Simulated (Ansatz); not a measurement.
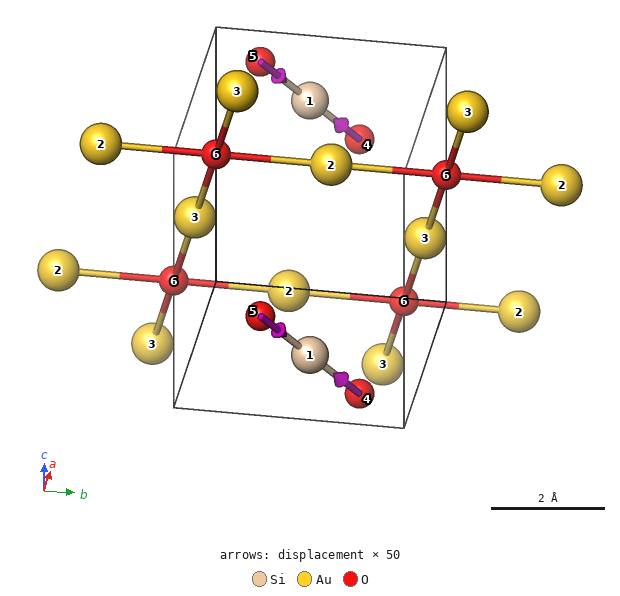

A relaxation of a crystal of SiAu$_{2}$O$_{3}$ (built on the CeAl2Cu3-65 type type). The starting structure is drawn; purple arrows show the displacements (the part carried along by the change of the cell is left out), 50 times their true length.

A ball-and-stick model of the cell of the calculation, seen from a free direction.

Computed with Ansatz, DFT, r2SCAN+rVV10, plane waves, PAW. (plane-wave cutoff 500 eV; k-point mesh 6 × 6 × 4; occupations fermi dirac; smearing width 0.03 eV; no spin polarisation; cell and atoms relaxed; force threshold 0.01 eV/Å; at most 120 steps)

### Atoms of which element are displaced furthest, and by how much?

Oxygen: up to 0.016 Å, against 0.000 Å for gold.

### What did the optimiser do to the structure, and how much energy did it gain?

The largest moves relative to the cell, 0.016 Å, are those of O4 and O5. O4 goes along [1 −1 0]. Au and Si stay in place. The volume changes by +2.1 %, with a = b 4.141 → 4.152 Å (+0.3 %), c 5.406 → 5.489 Å (+1.5 %). Among the contacts that change: Si1–O4 1.529 → 1.518 Å, Au2–O6 2.071 → 2.076 Å. The space group stays Cmmm (No. 65). Over 3 accepted moves (4 points after the start) the energy falls by 11.1 meV per cell of the calculation. Largest force component: 0.57 eV/Å at the start, 0.0011 eV/Å at the end. Pressure: −0.07 GPa at the start and −0.01 GPa at the end. At 1 point the geometry stayed and the basis and grid were re-selected for the new cell (energy shift of 0.8 meV per cell of the calculation at most each time). The run took 61 s on 2 threads of Arm Neoverse V2 (shared host), peak memory 0.72 GiB.
